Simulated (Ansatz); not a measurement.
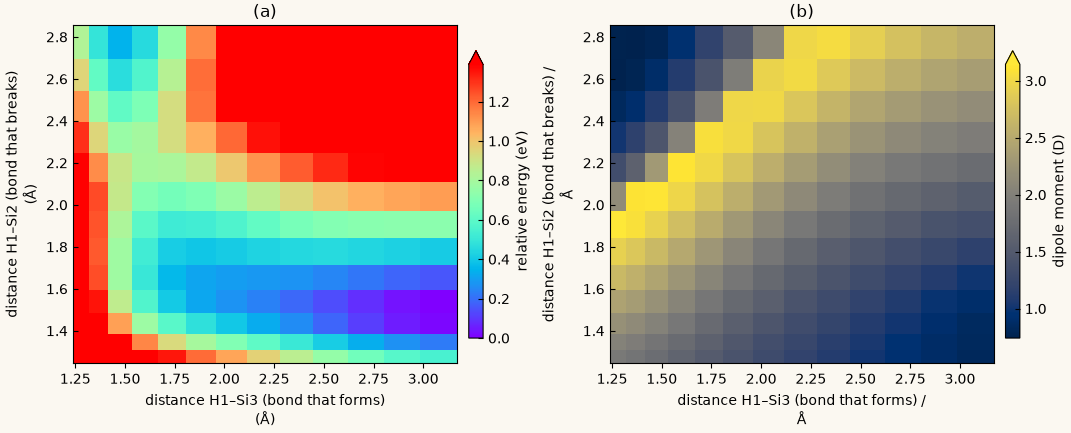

The reacting system ClH3Si2 (one molecule; an intramolecular 1,2-shift). Coordinates scanned: (1) distance H1–Si3 (bond that forms); (2) distance H1–Si2 (bond that breaks). Relaxed at each point: all other coordinates. The scan uses a 13 × 13 grid. Points are written as (first, second). Energies: eV, counted from the lowest grid point. The reference is spin-restricted, so regions where a bond is pulled apart into radicals lie too high. The calculation used RKS B3LYP-D4/def2-SVP in Ansatz 0.2.0.

Panel (a) is the energy; panel (b) is the computed dipole moment, in D.

Drawn: one coloured cell a grid point, one colour for all values above the top of the scale.

How does the dipole moment vary over the map, and what is it at the lowest grid point?

Answer. Leaving out the highest fifth of the energies, it runs from 0.74 D at (1.359 Å, 2.778 Å) to 3.12 D at (1.470 Å, 2.043 Å). At the lowest grid point, (3.078 Å, 1.543 Å), it is 0.90 D. That point lies on the edge of the scan.
